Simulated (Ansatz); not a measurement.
**CH$_{4}$BFGe (SMILES FB[CH2][GeH]): density, localisation and related maps**

```xyz
8

C     1.7041   -0.2919    1.4397
B     0.2931   -0.4254    0.8462
F    -0.6494   -1.0929    1.5220
Ge    1.5099    1.3334    2.6139
H    -0.0473    0.0972   -0.1925
H     2.1210   -1.1135    2.0381
H     2.4453    0.0484    0.6918
H     0.3303    1.9668    1.7273
```

Geometry: PBE0-D3(BJ)/def2-SVP.

The calculation used isolated molecule in a Gaussian basis; Kohn-Sham density functional theory, functional PBE0 in Ansatz 0.2.0.

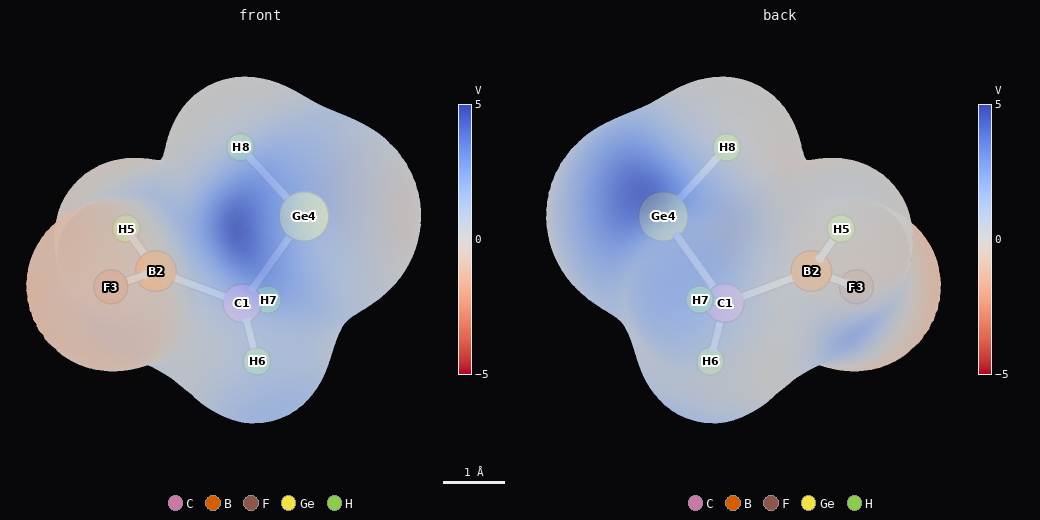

Figure 1. The molecular electrostatic potential painted on the density surface at 0.004 e/bohr³, seen from the front and from behind; red is negative and blue positive.

Describe the electrostatic potential map.

Answer. The most negative region (about −1.0 V) lies over F3, the most positive (about +4.2 V) over Ge4.

What dipole moment does the calculation give?

Answer. Its dipole moment is 1.96 D.

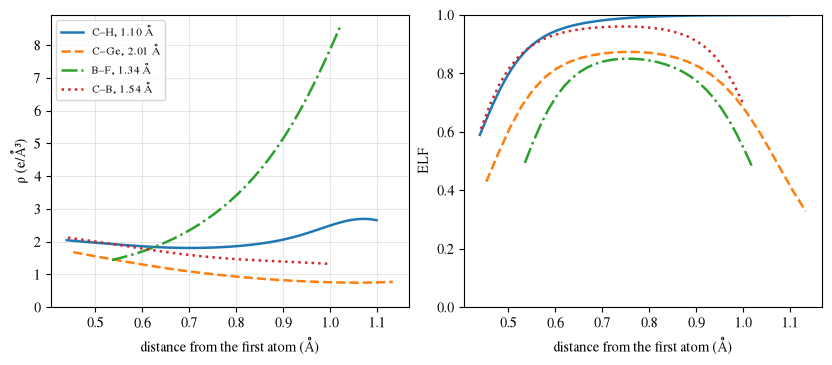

Figure 2. Electron density and electron localisation function along straight lines between neighbouring atoms. The curves leave out the atomic cores.

Compare the contacts.

Answer. C–H (1.10 Å): the density is about 1.9 e/Å³ at the midpoint; the ELF climbs to about 1 towards the hydrogen, as it does in any bond to H; an ordinary covalent bond to hydrogen.
C–Ge (2.01 Å): the density is about 0.76 e/Å³ at the midpoint; the ELF peaks at about 0.85 in the valence shell of C, 0.8 Å from its nucleus, and is about 0.65 at the midpoint.
B–F (1.34 Å): ρ is about 2.1 e/Å³ halfway; the ELF peaks at about 0.85 between the atoms (a polar covalent bond).
C–B (1.54 Å): ρ is about 1.5 e/Å³ halfway; the ELF peaks at about 0.95 between the atoms (localised, covalent bonding).

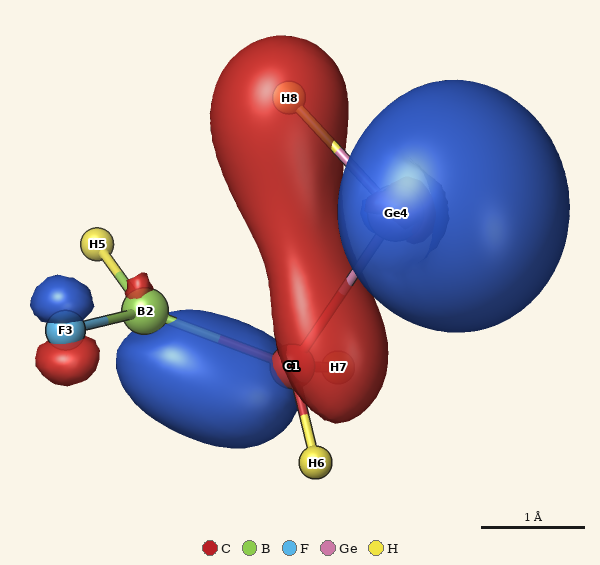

Figure 3. One frontier orbital at ±0.15 Å⁻³ᐟ² (red and blue are the two phases), seen across its widest extent.

Which orbital is it: HOMO or LUMO?

Answer. The HOMO, at −6.92 eV. It lies mainly on Ge4 (about 60 %), C1 (about 15 %), H8 (about 10 %) and B2 (about 10 %).
